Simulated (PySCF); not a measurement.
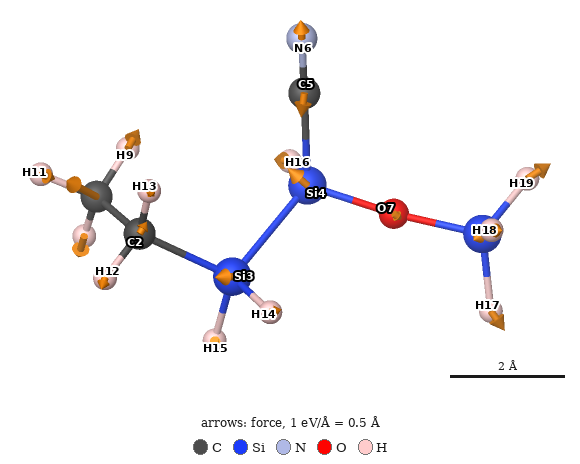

Starting geometry of C$_{3}$H$_{11}$NOSi$_{3}$ with the computed forces as orange arrows. A ball-and-stick model, seen face on.

The start comes from GFN2-xTB. Its atoms were then displaced at random by about 0.01 Å.

Theory: PBE0-D3(BJ)/def2-SVP geometry optimisation, gas phase in PySCF. 

**Is this structure relaxed? If not, where do the atoms go?**

It isn't relaxed: the largest force vector, on a C atom, is 2.13 eV/Å. The final displacements have little in common with the starting forces (cosine between the two patterns 0.10). Over 11 geometry steps the energy falls by 0.346 eV. An H atom moves most after the best rigid fit: 0.53 Å. By element the largest moves are H 0.53 Å, O 0.35 Å, N 0.32 Å, C 0.27 Å, Si 0.26 Å. Near-neighbour distances that change, for instance: O–Si 1.599 → 1.649 Å, H–Si 1.442 → 1.491 Å, O–Si 1.627 → 1.666 Å, C–H 1.064 → 1.102 Å. Among the angles between lasting bonds that change: Si–O–Si 166.5° → 146.5°, Si–Si–H 113.4° → 107.1°, Si–Si–C 110.0° → 104.4°.
